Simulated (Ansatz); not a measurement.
## What a change does: single-point calculation on C₂H₆ClNSi

System: C₂H₆ClNSi.
Method of run 1: RKS B2PLYP (frozen core)/def2-TZVPP (Ansatz 0.2.0).

The geometry comes from this level: PBE0-D4/def2-TZVP. Text and figures count atoms from 1; the logs count them from 0 in places.

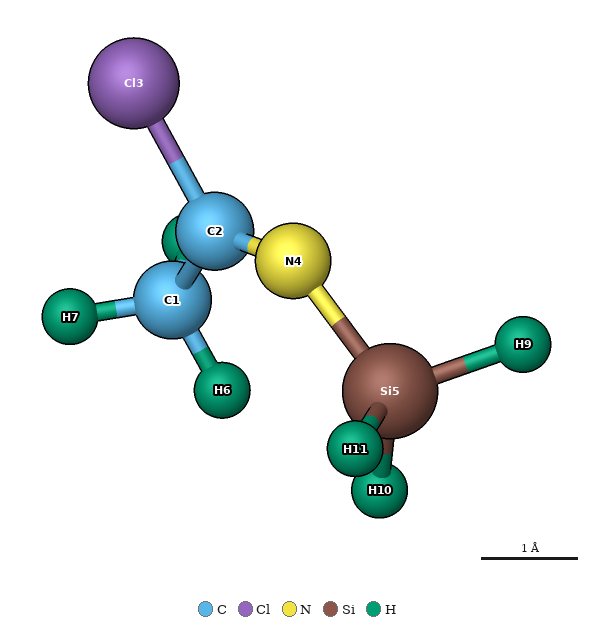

**Figure 1.** The structure as given in the input (ball-and-stick view, seen at a tilt; atoms are numbered from 1 in the order of the input).

Input, run 1:
```yaml
crystal:
  periodic: [false, false, false]
  atoms:
    - {symbol: C, position_ang: [-0.681753, -1.065864, 0.962156]}
    - {symbol: C, position_ang: [0.616659, -0.845028, 0.260426]}
    - {symbol: Cl, position_ang: [1.748139, -2.178441, 0.598314]}
    - {symbol: N, position_ang: [0.990177, 0.075937, -0.475836]}
    - {symbol: Si, position_ang: [0.242668, 1.521223, -1.051971]}
    - {symbol: H, position_ang: [-1.372133, -0.247635, 0.758240]}
    - {symbol: H, position_ang: [-1.120944, -2.010177, 0.634448]}
    - {symbol: H, position_ang: [-0.510747, -1.146268, 2.037382]}
    - {symbol: H, position_ang: [1.082567, 2.659701, -0.609795]}
    - {symbol: H, position_ang: [-1.151031, 1.731967, -0.560409]}
    - {symbol: H, position_ang: [0.221798, 1.447785, -2.532353]}
basis:
  gaussian: {orbitals: def2-TZVPP}
hamiltonian: {xc: {name: B2PLYP}}
```

Hardware: 4 CPU threads, shared host.

Output (run 1):
```
Functional definition: B2PLYP
  parameter a = 0.53
  parameter c = 0.27
  exchange = (1 - a)*b88_x + a*exact_x
  correlation = (1 - c)*lyp_c + c*(mp2_os + mp2_ss)
1527 factors; integrals over basis functions are off by at most 1.1e-3 eV
mean field evaluation 1: about -24041.1031 eV, gradient 5.2e1 eV
mean field evaluation 2: about -24041.2748 eV, gradient 5.2e1 eV
mean field evaluation 4: about -24046.5235 eV, gradient 9.6e0 eV
mean field evaluation 8: about -24046.7278 eV, gradient 9.2e-1 eV
mean field evaluation 16: about -24046.7299 eV, gradient 2.6e-4 eV
mean field -24046.72994973 eV, -883.7010261937 hartree, gradient 7.9e-6 eV, S^2 0.000000; 0 other end points of the search recorded, 0 dependent functions left out
13 core orbitals not correlated: weight in the atoms' cores, before any rotation towards them, 1.000 or more for the frozen orbitals, at most 0.000 for the correlated occupied ones
reference -24046.73013944 eV, -883.7010331654 hartree; 15, 15 occupied and 233, 233 virtual orbitals, 1527 factors
second order -28.21534243 eV of doubles, -0.00000000 eV of singles
Total energy: -24054.34828190 eV, -883.9809947369 hartree
```

The input of run 2 differs as follows (lines with − go, lines with + come):
```diff
-hamiltonian: {xc: {name: B2PLYP}}
+hamiltonian: {xc: {name: PBE-QIDH}}
```

What does this change do to the results?

The total energies belong to different methods, so their difference says nothing on which is more stable or more accurate. The functional changes from B2PLYP to PBE-QIDH.

Output (run 2):
```
Functional definition: PBE-QIDH
  parameter a = 3^(-1/3)
  parameter c = 1/3
  exchange = (1 - a)*pbe_x + a*exact_x
  correlation = (1 - c)*pbe_c + c*(mp2_os + mp2_ss)
1527 factors; integrals over basis functions are off by at most 1.1e-3 eV
mean field evaluation 1: about -24034.2370 eV, gradient 4.4e1 eV
mean field evaluation 2: about -24034.4575 eV, gradient 4.4e1 eV
mean field evaluation 4: about -24038.4876 eV, gradient 6.4e0 eV
mean field evaluation 8: about -24038.5922 eV, gradient 5.7e-1 eV
mean field evaluation 16: about -24038.5934 eV, gradient 2.3e-4 eV
mean field -24038.59341442 eV, -883.4020140360 hartree, gradient 7.7e-6 eV, S^2 0.000000; 0 other end points of the search recorded, 0 dependent functions left out
13 core orbitals not correlated: weight in the atoms' cores, before any rotation towards them, 1.000 or more for the frozen orbitals, at most 0.000 for the correlated occupied ones
reference -24038.59342827 eV, -883.4020145451 hartree; 15, 15 occupied and 233, 233 virtual orbitals, 1527 factors
second order -26.13176520 eV of doubles, -0.00000000 eV of singles
Total energy: -24047.30401667 eV, -883.7221227645 hartree
```

The two runs side by side:

| quantity | run 1 | run 2 |
| --- | --- | --- |
| outcome | converged | converged |
| total energy (hartree) | −883.980995 | −883.722123 |
| basis functions | 261 | 261 |
| wall time (shared host) | 16 s | 16 s |
